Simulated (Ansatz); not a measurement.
# CH5FS2Si: what the fields show

Input

```
crystal:
  periodic: [false, false, false]
  atoms:
    - { symbol: C, position_ang: [-1.2642, -0.0776, 1.3421] }
    - { symbol: S, position_ang: [-0.0445, 1.1993, 0.9913] }
    - { symbol: Si, position_ang: [1.1231, 0.2639, -0.522] }
    - { symbol: F, position_ang: [1.5696, -1.219, -0.0397] }
    - { symbol: S, position_ang: [0.0401, 0.1466, -2.3412] }
    - { symbol: H, position_ang: [-1.9759, 0.3586, 2.1133] }
    - { symbol: H, position_ang: [-1.8882, -0.2267, 0.4428] }
    - { symbol: H, position_ang: [-0.8265, -0.9507, 1.6723] }
    - { symbol: H, position_ang: [0.64554, 2.38244, 1.1599] }
    - { symbol: H, position_ang: [0.9379, -0.5845, -2.9631] }
basis:
  gaussian: { orbitals: def2-SVP }
hamiltonian:
  xc: pbe
relax:
  f_tol: 0.02
  max_steps: 50
output:
  orbitals: {}
```

Launched as:

```sh
ansatz run input.yaml --threads 2 --pin off --max-ram 3072MiB --backend cpu --events-out ev --progress --plain --runs-dir out
```

The fields are those of the relaxed geometry.

Level of theory: RKS PBE/def2-SVP (Ansatz 0.2.0).

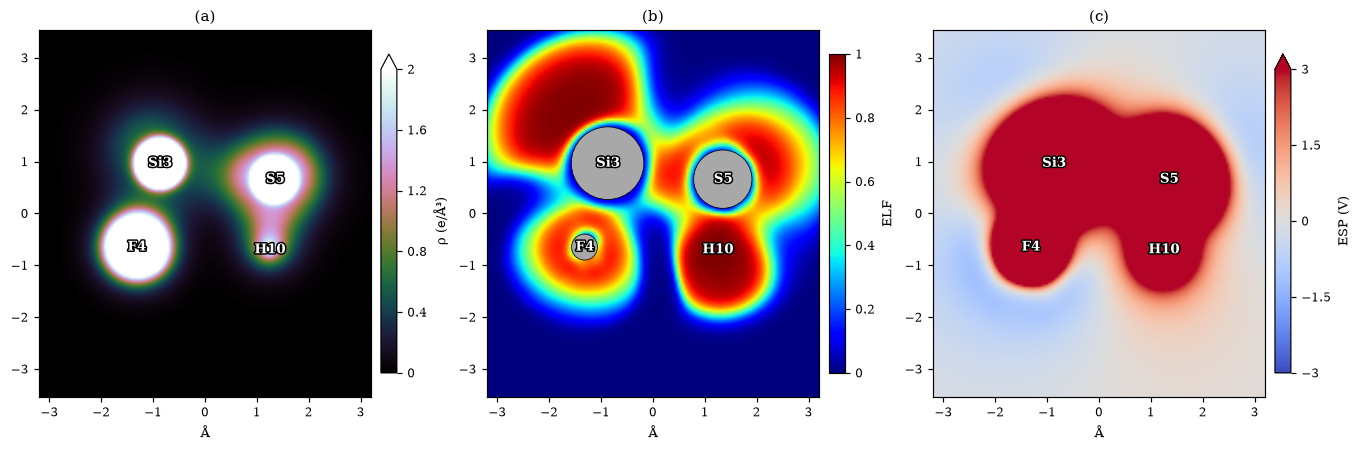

Figure 1. (a) electron density; (b) ELF; (c) electrostatic potential on the plane of atoms F4, Si3 and S5. Grey discs cover the atomic cores in the ELF map.

Q: Read the bonding off the picture.

A:
- The plane passes through Si, F, S and H nuclei.
- Si–F (1.68 Å): the density is about 0.88 e/Å³ at the midpoint; the ELF peaks at about 0.85 in the valence shell of F, 0.5 Å from its nucleus, and is about 0.35 at the midpoint.
- Si–S (2.24 Å): the density is about 0.68 e/Å³ at the midpoint, with its minimum of 0.55 e/Å³ about 0.8 Å from Si; the ELF peaks at about 0.90 between the atoms, as expected for localised, covalent bonding.
- S–H (1.36 Å): ρ is about 1.4 e/Å³ halfway; the ELF climbs to about 1 towards the hydrogen, as it does in any bond to H.
- The ELF also peaks beside F4, S5 and Si3, away from the bonds: lone-pair regions.
- Outside the dense part of the molecule the potential is most negative (−1.1 V) near F4.

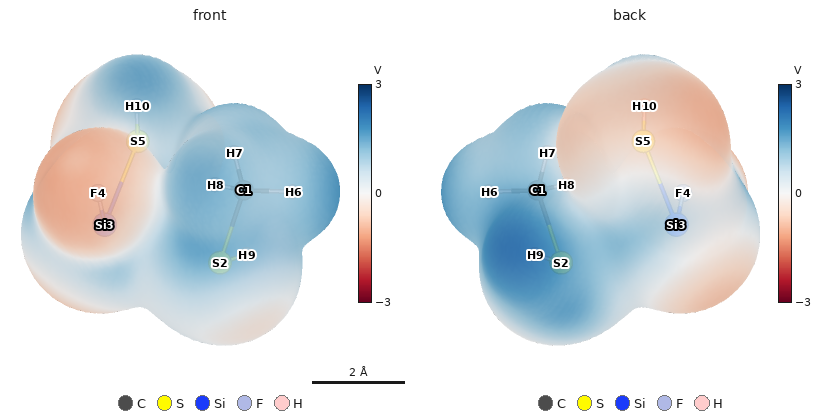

Figure 2. The molecular electrostatic potential painted on the density surface at 0.004 e/bohr³, seen from the front and from behind; the colour scale runs from red (negative) to blue (positive).

Q: Which sites attract a positive test charge, and which a negative one?

A: A positive charge is drawn to the negative regions and a negative charge to the positive ones. The most negative region (about −1.1 V, or −25 kcal/mol for a unit charge) lies over F4, the most positive (about +2.2 V, or +51 kcal/mol for a unit charge) over H9.

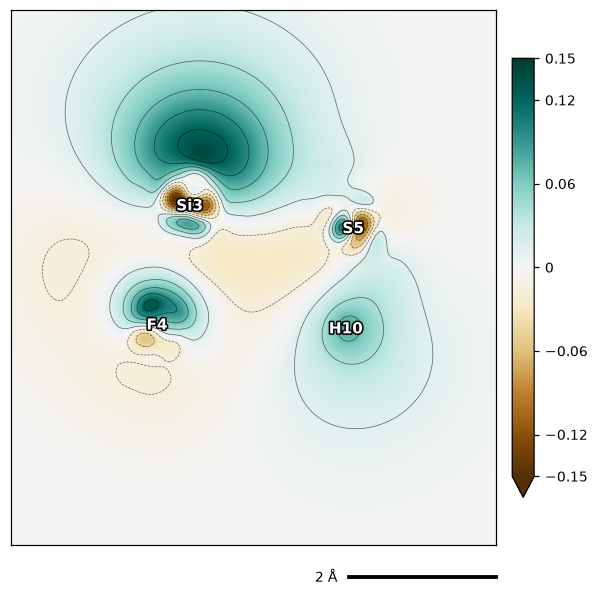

Figure 3. The LUMO on the plane of atoms F4, Si3 and S5 (values in Å⁻³ᐟ²; the overall sign is arbitrary).

Q: What is the character of this orbital?

A: Its weight (Hirshfeld) is mainly on Si3 (about 65 %), S2 (about 15 %) and S5 (about 10 %). Its energy is −1.63 eV.
